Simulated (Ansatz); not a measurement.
## Ligand exchange: CH3K + C2H2S → KSH + C3H4

Species: CH3K `[CH3][K]`, singlet; C2H2S (ethynethiol) `C#CS`, singlet; KSH `[SH][K]`, singlet; C3H4 (propyne) `C#CC`, singlet. The partners trade CH3 for SH: K–CH3 and C–SH bonds give way to K–SH and C–CH3.

Shapes, held fixed at every level: PBE0-D4/def2-TZVP. Programs: Ansatz 0.2.0. The zero-point and thermal change to 298 K, harmonic and unscaled (PBE0-D4/def2-TZVP), is +9.4 kJ/mol.

```csv
level,kind,ΔH(298 K) (kJ/mol),less CCSD(T)/def2-TZVPP
B3LYP-D4/def2-TZVPP,global hybrid,-228.4,+6.4
PBE0-D4/def2-TZVPP,global hybrid,-235.0,-0.2
wB97X-V/def2-TZVPP,range-separated hybrid,-243.5,-8.7
MP2/def2-SVP,perturbation theory,-240.7,-5.9
CCSD(T)/def2-SVP,coupled cluster or CI,-235.2,-0.4
CCSD/def2-SVP,coupled cluster or CI,-241.7,-6.9
CCSD/def2-TZVPP,coupled cluster or CI,-242.0,-7.2
CCSD(T)/def2-TZVPP,coupled cluster or CI,-234.8,0.0
```

The highest level, CCSD(T)/def2-TZVPP, gives ΔH(298 K) = -234.8 kJ/mol; the levels span -243.5 to -228.4. The column of differences is taken from that level and isn't an error. No measured value is set beside it here. Outer-core shells of K are correlated, in sets that cover them unevenly.

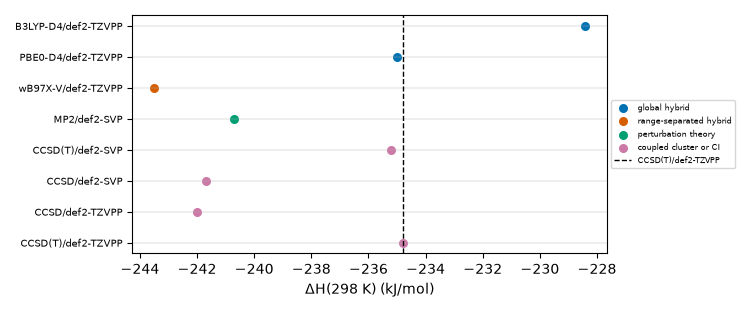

The values of the table, level by level.
